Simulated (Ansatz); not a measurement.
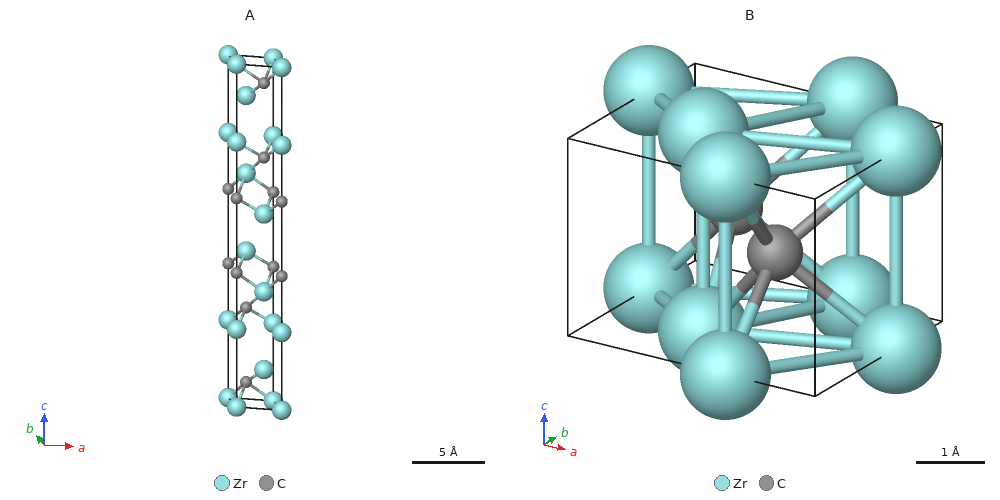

Two structures of Zr3C2, each relaxed to rest (conventional cells in solid outline, small ones repeated, not to one scale). Method: DFT PBE, scalar-relativistic, plane waves, PAW in Ansatz, without spin polarisation.

**State the structure in each panel.**

A: 15 atoms a cell on a rhombohedral (trigonal R) lattice, R-3m. B: 5 atoms a cell on a primitive hexagonal lattice, P-62m.

**Which structure is more stable?**

A is lower, by 634 meV/atom at this level of theory (energies at zero smearing). Volumes: A 15.7, B 16.5 Å³/atom.

One or both may be structure types tried for this composition rather than known phases.
